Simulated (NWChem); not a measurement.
# PBE0/DGauss-DZVP run of BrF (bromine fluoride)

Aim: the vertical ionisation energy of BrF (bromine fluoride) at PBE0/DGauss-DZVP, from 2 runs. 

The calculation is run with NWChem 7.3.0.

### 1 Starting point

BrF has 2 atoms, charge 0, and is taken as a singlet. As SMILES, `FBr`. Geometry: relaxed at PBE0-D4/def2-TZVP.

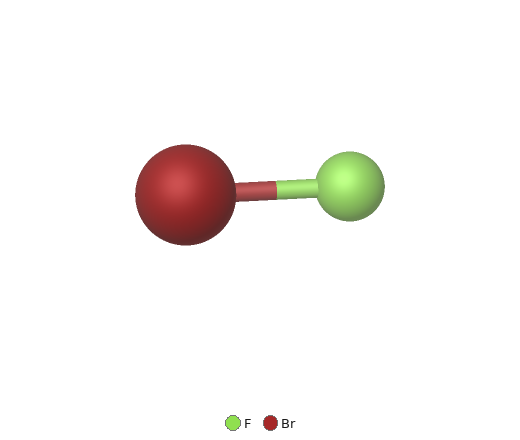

Viewed from a chosen angle; fluorine green, bromine red.

### 2 A single-point energy at PBE0/DGauss-DZVP

Contents of brf.nw:

```
start brf
title "BrF energy"
memory stack 880 mb heap 220 mb global 1100 mb

geometry noautosym nocenter noautoz
 F      0.000000     0.000000     0.023210
 Br     0.000000     0.000000     1.776730
end

basis spherical bse
 * library DGauss-DZVP
end

dft
 xc pbe0
 grid fine
 convergence energy 1e-08
 maxiter 100
 mulliken
 print low
end

task dft energy
```

Started as:

```console
nwchem brf.nw > brf.out
```

The program printed, cut to the lines that bear on the results:

```text
[...]
 d= 0,ls=0.0,diis     1  -2673.0223374967 -2.77D+03  2.00D-02  2.78D-01     0.6
[...]
 d= 0,ls=0.0,diis     8  -2673.0524045296  7.78D-10  2.54D-06  1.83D-08     3.0
         Total DFT energy =    -2673.052404529596
      One electron energy =    -3907.204994928082
           Coulomb energy =     1240.253974749477
    Exchange-Corr. energy =     -101.162081368935
 Nuclear repulsion energy =       95.060697017944
[...]
      Total Density - Mulliken Population Analysis
     ---------------------------------------------
    Atom       Charge   Shell Charges
 -----------   ------   -------------------------------------------------------
    1 F    9     9.29   2.00  1.00  0.97  3.98  1.33  0.01
    2 Br  35    34.71   2.00  2.00  2.00  1.19  0.78  6.00  6.01  3.84  0.81  9.93  0.16
[...]
```

Wall time 3.6 s (1 thread of Intel Xeon 6975P-C (Granite Rapids), shared host); peak memory 0.11 GiB.

### 3 The doublet cation, same level

Contents of struct.nw:

```
start struct
title "bromine fluoride"
memory stack 880 mb heap 220 mb global 1100 mb
charge 1

geometry units angstroms noautosym nocenter noautoz
  F        0.000000       0.000000       0.023210
  Br       0.000000       0.000000       1.776730
end

basis spherical bse
  * library DGauss-DZVP
end

dft
  xc pbe0
  mult 2
  grid fine
  convergence energy 1e-08
  iterations 100
  mulliken
  print low
end

task dft
```

Started as:

```console
nwchem struct.nw > struct.out
```

The program printed, cut to the lines that bear on the results:

```text
[...]
 d= 0,ls=0.0,diis     1  -2672.5442456982 -2.77D+03  9.86D-03  3.16D-01     0.7
[...]
 d= 0,ls=0.0,diis    11  -2672.6139694286 -6.92D-09  9.76D-07  2.33D-10     4.7
[...]
         Total DFT energy =    -2672.613969428572
      One electron energy =    -3890.912425398414
           Coulomb energy =     1224.018645287370
    Exchange-Corr. energy =     -100.780886335471
 Nuclear repulsion energy =       95.060697017944
[...]
      Total Density - Mulliken Population Analysis
     ---------------------------------------------
    Atom       Charge   Shell Charges
 -----------   ------   -------------------------------------------------------
    1 F    9     9.07   2.00  1.03  0.95  3.91  1.17  0.01
    2 Br  35    33.93   2.00  2.00  2.00  1.31  0.65  6.00  6.01  3.51  0.35  9.93  0.16
[...]
      <S2> =      0.7526 (Exact =     0.7500)
[...]
```

Run time: 5.4 s. Hardware: 1 thread of Intel Xeon 6975P-C (Granite Rapids), shared host; peak memory 0.11 GiB.

### 4 Summary of results

Level: PBE0/DGauss-DZVP.

| quantity | value |
| --- | --- |
| singlet BrF: total energy | -2673.05240 Eh |
| doublet cation: total energy | -2672.61397 Eh |
| doublet cation: ⟨S²⟩ | 0.753 |
| vertical ionisation energy (to the doublet cation) | 11.930 eV |

What this shows: The vertical ionisation energy comes to 11.93 eV (1151 kJ/mol).
